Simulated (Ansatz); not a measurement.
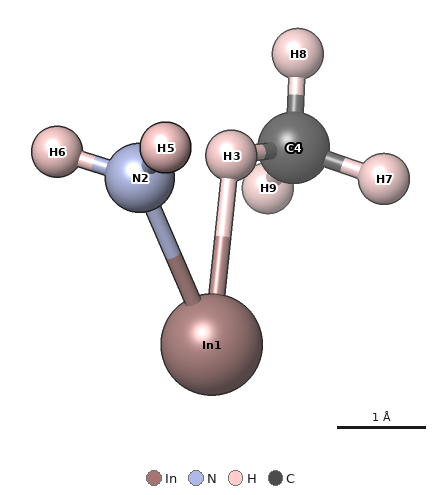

The structure as given in the input (ball-and-stick view, seen at a tilt; atoms are numbered from 1 in the order of the input). Sticks mark near contacts.

Geometry relaxation, with input and output: CH₆InN (part 1 of 2)

The run: geometry relaxation of CH₆InN. Method and program: RKS PBE0-D4/def2-TZVP (Ansatz 0.2.0).

The geometry is a transition state displaced along its imaginary mode. The reaction was set up to form N2–H3 and to break In1–N2 and In1–H3 (atoms counted from 1 in the order of the input); sticks are drawn by distance alone. Figures and captions count atoms from 1; the log counts them from 0 in places.

**What the program printed**
```
Functional definition: PBE0
  name "PBE0"
  cite "Adamo & Barone, J. Chem. Phys. 110, 6158 (1999) doi:10.1063/1.478522"
  cite "Perdew, Burke & Ernzerhof, Phys. Rev. Lett. 77, 3865 (1996) doi:10.1103/PhysRevLett.77.3865"
  parent pbe
  parameter a = 0.25
  parameter kappa = 0.804
  parameter beta = 0.06672455060314922
  exchange = (1 - a)*pbe_x(kappa = kappa, mu = beta*pi^2/3) + a*exact_x
  correlation = pbe_c(beta = beta)
1080 factors; their error is unknown
mean field evaluation 1: about -7782.7113 eV, gradient 8.0e1 eV
mean field evaluation 2: about -7705.0041 eV, gradient 1.6e2 eV
mean field evaluation 4: about -7795.6875 eV, gradient 1.3e1 eV
mean field evaluation 8: about -7796.1306 eV, gradient 2.5e-1 eV
mean field evaluation 16: about -7796.1774 eV, gradient 4.2e-3 eV
mean field -7796.17740436 eV, -286.5042351714 hartree, gradient 5.1e-5 eV, S^2 0.000000; 0 other end points of the search recorded, 0 dependent functions left out
the calculation of the forces begins
reference -7796.17744145 eV, -286.5042365343 hartree; 20, 20 occupied and 128, 128 virtual orbitals, 1080 factors
relax step   1: F+E_penalty+E_count = -7796.30789608 eV  Δ(F+E_penalty+E_count) = +0.000e0 eV  max|allowed force component| = 2.019e0 eV/Å  Δτ_max = 0.0000 Å  (29 SCF iters, accepted)
these checks for a lower state are left out or cut short: starts, cluster_reference, orbital_swaps, neighbouring_geometries, increment
1080 factors; their error is unknown
mean field -7796.62138188 eV, -286.5205510442 hartree, gradient 1.2e-5 eV, S^2 0.000000; 0 other end points of the search recorded, 0 dependent functions left out
[... from here on the field's lines of each further geometry are left out, up to the last ...]
relax step   2: F+E_penalty+E_count = -7796.76193962 eV  Δ(F+E_penalty+E_count) = -4.540e-1 eV  max|allowed force component| = 7.669e-1 eV/Å  Δτ_max = 0.1951 Å  (32 SCF iters, accepted)
relax step   3: F+E_penalty+E_count = -7797.06274710 eV  Δ(F+E_penalty+E_count) = -3.008e-1 eV  max|allowed force component| = 7.713e-1 eV/Å  Δτ_max = 0.1925 Å  (36 SCF iters, accepted)
relax step   4: F+E_penalty+E_count = -7797.20316841 eV  Δ(F+E_penalty+E_count) = -1.404e-1 eV  max|allowed force component| = 9.464e-1 eV/Å  Δτ_max = 0.1917 Å  (30 SCF iters, accepted)
relax step   5: F+E_penalty+E_count = -7797.26057536 eV  Δ(F+E_penalty+E_count) = -5.741e-2 eV  max|allowed force component| = 5.813e-1 eV/Å  Δτ_max = 0.2000 Å  (30 SCF iters, accepted)
relax step   6: F+E_penalty+E_count = -7797.28238820 eV  Δ(F+E_penalty+E_count) = -2.181e-2 eV  max|allowed force component| = 6.038e-2 eV/Å  Δτ_max = 0.1193 Å  (31 SCF iters, accepted)
relax step   7: F+E_penalty+E_count = -7797.28509145 eV  Δ(F+E_penalty+E_count) = -2.703e-3 eV  max|allowed force component| = 2.585e-2 eV/Å  Δτ_max = 0.0575 Å  (31 SCF iters, accepted)
relax step   8: F+E_penalty+E_count = -7797.28634718 eV  Δ(F+E_penalty+E_count) = -1.256e-3 eV  max|allowed force component| = 3.631e-2 eV/Å  Δτ_max = 0.0373 Å  (31 SCF iters, accepted)
relax step   9: F+E_penalty+E_count = -7797.28518510 eV  Δ(F+E_penalty+E_count) = +1.162e-3 eV  max|allowed force component| = 1.453e-1 eV/Å  Δτ_max = 0.0374 Å  (30 SCF iters, rejected (line search))
relax step  10: F+E_penalty+E_count = -7797.28671848 eV  Δ(F+E_penalty+E_count) = -3.713e-4 eV  max|allowed force component| = 5.281e-3 eV/Å  Δτ_max = 0.0183 Å  (31 SCF iters, accepted)
relax step  11: F+E_penalty+E_count = -7797.28712915 eV  Δ(F+E_penalty+E_count) = -4.107e-4 eV  max|allowed force component| = 1.889e-2 eV/Å  Δτ_max = 0.0544 Å  (30 SCF iters, accepted)
relax step  12: F+E_penalty+E_count = -7797.28682607 eV  Δ(F+E_penalty+E_count) = +3.031e-4 eV  max|allowed force component| = 6.005e-2 eV/Å  Δτ_max = 0.0565 Å  (30 SCF iters, rejected (line search))
relax step  13: F+E_penalty+E_count = -7797.28730336 eV  Δ(F+E_penalty+E_count) = -1.742e-4 eV  max|allowed force component| = 5.379e-3 eV/Å  Δτ_max = 0.0218 Å  (30 SCF iters, accepted)
relax step  14: F+E_penalty+E_count = -7797.28746178 eV  Δ(F+E_penalty+E_count) = -1.584e-4 eV  max|allowed force component| = 3.222e-2 eV/Å  Δτ_max = 0.0503 Å  (29 SCF iters, accepted)
relax step  15: F+E_penalty+E_count = -7797.28752060 eV  Δ(F+E_penalty+E_count) = -5.882e-5 eV  max|allowed force component| = 3.336e-2 eV/Å  Δτ_max = 0.0133 Å  (30 SCF iters, accepted)
relax step  16: F+E_penalty+E_count = -7797.28757359 eV  Δ(F+E_penalty+E_count) = -5.299e-5 eV  max|allowed force component| = 4.829e-2 eV/Å  Δτ_max = 0.0475 Å  (30 SCF iters, accepted)
relax step  17: F+E_penalty+E_count = -7797.28765338 eV  Δ(F+E_penalty+E_count) = -7.979e-5 eV  max|allowed force component| = 2.303e-2 eV/Å  Δτ_max = 0.0112 Å  (31 SCF iters, accepted)
relax step  18: F+E_penalty+E_count = -7797.28768941 eV  Δ(F+E_penalty+E_count) = -3.604e-5 eV  max|allowed force component| = 1.561e-2 eV/Å  Δτ_max = 0.0085 Å  (31 SCF iters, accepted)
relax step  19: F+E_penalty+E_count = -7797.28772324 eV  Δ(F+E_penalty+E_count) = -3.383e-5 eV  max|allowed force component| = 1.933e-2 eV/Å  Δτ_max = 0.0166 Å  (31 SCF iters, accepted)
relax step  20: F+E_penalty+E_count = -7797.28776344 eV  Δ(F+E_penalty+E_count) = -4.020e-5 eV  max|allowed force component| = 3.213e-2 eV/Å  Δτ_max = 0.0416 Å  (31 SCF iters, accepted)
relax step  21: F+E_penalty+E_count = -7797.28780330 eV  Δ(F+E_penalty+E_count) = -3.986e-5 eV  max|allowed force component| = 2.529e-2 eV/Å  Δτ_max = 0.0132 Å  (31 SCF iters, accepted)
relax step  22: F+E_penalty+E_count = -7797.28787153 eV  Δ(F+E_penalty+E_count) = -6.823e-5 eV  max|allowed force component| = 8.045e-2 eV/Å  Δτ_max = 0.0660 Å  (31 SCF iters, accepted)
relax step  23: F+E_penalty+E_count = -7797.28804053 eV  Δ(F+E_penalty+E_count) = -1.690e-4 eV  max|allowed force component| = 4.196e-2 eV/Å  Δτ_max = 0.0086 Å  (31 SCF iters, accepted)
relax step  24: F+E_penalty+E_count = -7797.28822562 eV  Δ(F+E_penalty+E_count) = -1.851e-4 eV  max|allowed force component| = 2.462e-3 eV/Å  Δτ_max = 0.0262 Å  (31 SCF iters, accepted)
relax step  25: F+E_penalty+E_count = -7797.28467941 eV  Δ(F+E_penalty+E_count) = +3.546e-3 eV  max|allowed force component| = 4.405e-1 eV/Å  Δτ_max = 0.1511 Å  (31 SCF iters, rejected (line search))
relax step  26: F+E_penalty+E_count = -7797.28845435 eV  Δ(F+E_penalty+E_count) = -2.287e-4 eV  max|allowed force component| = 4.198e-2 eV/Å  Δτ_max = 0.0478 Å  (31 SCF iters, accepted)
relax step  27: F+E_penalty+E_count = -7797.28778580 eV  Δ(F+E_penalty+E_count) = +6.686e-4 eV  max|allowed force component| = 2.644e-1 eV/Å  Δτ_max = 0.0987 Å  (30 SCF iters, rejected (line search))
relax step  28: F+E_penalty+E_count = -7797.28878340 eV  Δ(F+E_penalty+E_count) = -3.290e-4 eV  max|allowed force component| = 5.442e-2 eV/Å  Δτ_max = 0.0483 Å  (32 SCF iters, accepted)
relax step  29: F+E_penalty+E_count = -7797.28902311 eV  Δ(F+E_penalty+E_count) = -2.397e-4 eV  max|allowed force component| = 8.816e-2 eV/Å  Δτ_max = 0.0498 Å  (31 SCF iters, accepted)
relax step  30: F+E_penalty+E_count = -7797.28936840 eV  Δ(F+E_penalty+E_count) = -3.453e-4 eV  max|allowed force component| = 7.696e-2 eV/Å  Δτ_max = 0.0300 Å  (31 SCF iters, accepted)
relax step  31: F+E_penalty+E_count = -7797.28965216 eV  Δ(F+E_penalty+E_count) = -2.838e-4 eV  max|allowed force component| = 1.419e-1 eV/Å  Δτ_max = 0.0763 Å  (30 SCF iters, accepted)
relax step  32: F+E_penalty+E_count = -7797.29013348 eV  Δ(F+E_penalty+E_count) = -4.813e-4 eV  max|allowed force component| = 1.718e-1 eV/Å  Δτ_max = 0.0606 Å  (31 SCF iters, accepted)
relax step  33: F+E_penalty+E_count = -7797.29130983 eV  Δ(F+E_penalty+E_count) = -1.176e-3 eV  max|allowed force component| = 1.439e-2 eV/Å  Δτ_max = 0.0460 Å  (32 SCF iters, accepted)
relax step  34: F+E_penalty+E_count = -7797.29133430 eV  Δ(F+E_penalty+E_count) = -2.447e-5 eV  max|allowed force component| = 2.507e-1 eV/Å  Δτ_max = 0.0969 Å  (30 SCF iters, accepted)
relax step  35: F+E_penalty+E_count = -7797.29270050 eV  Δ(F+E_penalty+E_count) = -1.366e-3 eV  max|allowed force component| = 5.213e-2 eV/Å  Δτ_max = 0.0178 Å  (32 SCF iters, accepted)
relax step  36: F+E_penalty+E_count = -7797.29346844 eV  Δ(F+E_penalty+E_count) = -7.679e-4 eV  max|allowed force component| = 4.252e-3 eV/Å  Δτ_max = 0.0513 Å  (32 SCF iters, accepted)
relax step  37: F+E_penalty+E_count = -7797.28101857 eV  Δ(F+E_penalty+E_count) = +1.245e-2 eV  max|allowed force component| = 7.223e-1 eV/Å  Δτ_max = 0.1958 Å  (31 SCF iters, rejected (line search))
relax step  38: F+E_penalty+E_count = -7797.29428057 eV  Δ(F+E_penalty+E_count) = -8.121e-4 eV  max|allowed force component| = 7.476e-2 eV/Å  Δτ_max = 0.0669 Å  (30 SCF iters, accepted)
relax step  39: F+E_penalty+E_count = -7797.29181035 eV  Δ(F+E_penalty+E_count) = +2.470e-3 eV  max|allowed force component| = 3.956e-1 eV/Å  Δτ_max = 0.0991 Å  (31 SCF iters, rejected (line search))
relax step  40: F+E_penalty+E_count = -7797.29473078 eV  Δ(F+E_penalty+E_count) = -4.502e-4 eV  max|allowed force component| = 3.013e-2 eV/Å  Δτ_max = 0.0229 Å  (31 SCF iters, accepted)
relax step  41: F+E_penalty+E_count = -7797.29530504 eV  Δ(F+E_penalty+E_count) = -5.743e-4 eV  max|allowed force component| = 9.037e-2 eV/Å  Δτ_max = 0.0496 Å  (32 SCF iters, accepted)
relax step  42: F+E_penalty+E_count = -7797.29530672 eV  Δ(F+E_penalty+E_count) = -1.681e-6 eV  max|allowed force component| = 2.214e-1 eV/Å  Δτ_max = 0.0732 Å  (31 SCF iters, accepted)
relax step  43: F+E_penalty+E_count = -7797.29622175 eV  Δ(F+E_penalty+E_count) = -9.150e-4 eV  max|allowed force component| = 7.079e-2 eV/Å  Δτ_max = 0.0200 Å  (31 SCF iters, accepted)
relax step  44: F+E_penalty+E_count = -7797.29671714 eV  Δ(F+E_penalty+E_count) = -4.954e-4 eV  max|allowed force component| = 3.301e-3 eV/Å  Δτ_max = 0.0288 Å  (31 SCF iters, accepted)
relax step  45: F+E_penalty+E_count = -7797.29717693 eV  Δ(F+E_penalty+E_count) = -4.598e-4 eV  max|allowed force component| = 7.256e-2 eV/Å  Δτ_max = 0.0934 Å  (30 SCF iters, accepted)
relax step  46: F+E_penalty+E_count = -7797.29759352 eV  Δ(F+E_penalty+E_count) = -4.166e-4 eV  max|allowed force component| = 4.064e-2 eV/Å  Δτ_max = 0.0143 Å  (32 SCF iters, accepted)
relax step  47: F+E_penalty+E_count = -7797.29802542 eV  Δ(F+E_penalty+E_count) = -4.319e-4 eV  max|allowed force component| = 3.053e-2 eV/Å  Δτ_max = 0.0468 Å  (30 SCF iters, accepted)
relax step  48: F+E_penalty+E_count = -7797.29821527 eV  Δ(F+E_penalty+E_count) = -1.899e-4 eV  max|allowed force component| = 9.701e-2 eV/Å  Δτ_max = 0.0713 Å  (31 SCF iters, accepted)
relax step  49: F+E_penalty+E_count = -7797.29858838 eV  Δ(F+E_penalty+E_count) = -3.731e-4 eV  max|allowed force component| = 3.598e-2 eV/Å  Δτ_max = 0.0053 Å  (31 SCF iters, accepted)
the calculation of the forces begins
reference -7797.17569699 eV, -286.5409217489 hartree; 20, 20 occupied and 128, 128 virtual orbitals, 1080 factors
relax step  50: F+E_penalty+E_count = -7797.29878445 eV  Δ(F+E_penalty+E_count) = -1.961e-4 eV  max|allowed force component| = 2.107e-3 eV/Å  Δτ_max = 0.0198 Å  (32 SCF iters, accepted)
1080 factors; their error is unknown
mean field evaluation 384: about -7797.1757 eV, gradient 7.2e-4 eV
```

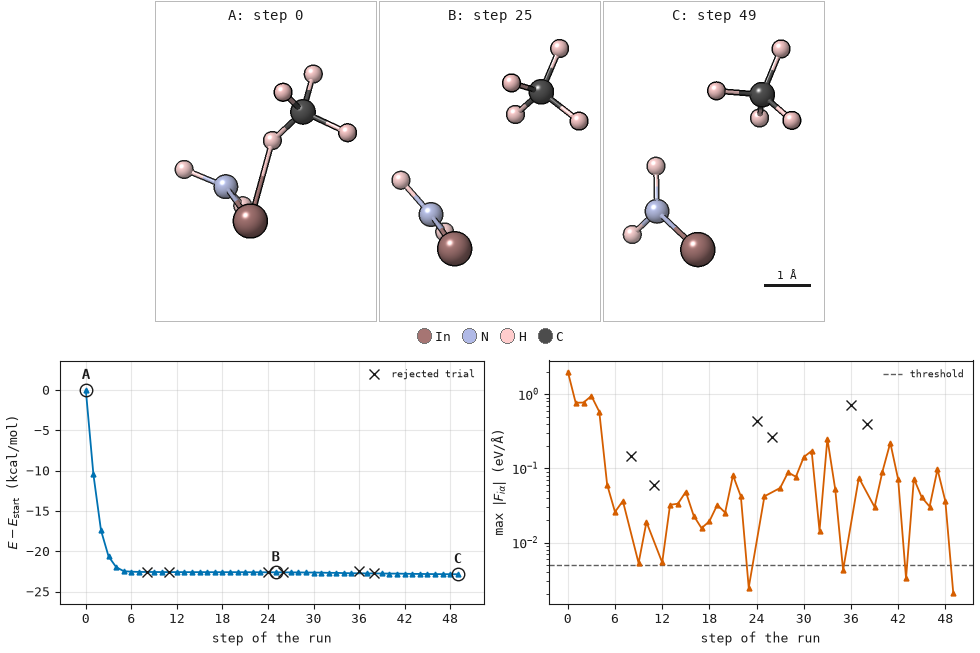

Frames of the relaxation (ball-and-stick view, seen at a tilt) above the curves, on which the letters mark them (the first geometry is step 0 here and step 1 in the log).

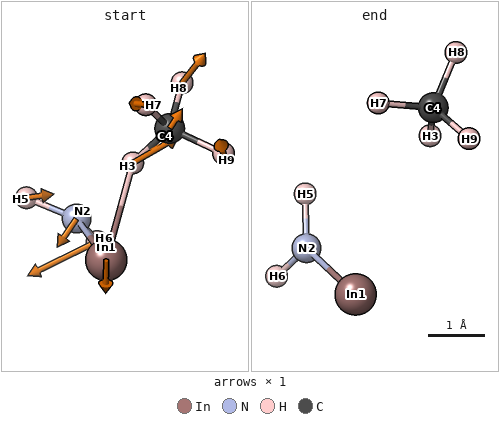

Before (left) and after (right) the relaxation, at one scale (ball-and-stick view, seen at a tilt). The orange arrows give the displacements, at true length. Over 49 geometry steps the energy falls by 22.9 kcal/mol. Largest force component: 2 eV/Å at the start, 0.0021 eV/Å at the end. The line search rejected the trial steps at points 8, 11, 24, 26, 36, 38 (counted from 0) and went back. The atom that moves furthest after the best rigid fit is H6 (1.43 Å). Largest moves by element: H 1.43 Å, In 0.75 Å, N 0.65 Å, C 0.45 Å. Among the contacts that change: In1–H3 2.209 → 3.371 Å, In1–N2 2.257 → 2.077 Å, C4–H9 1.117 → 1.090 Å, C4–H7 1.112 → 1.091 Å. Among the angles that change: H3–C4–H9 116.7° → 109.7°, H3–C4–H8 102.5° → 109.4°, H3–C4–H7 116.3° → 109.8°. (Atoms are counted from 1 in the order of the input.)
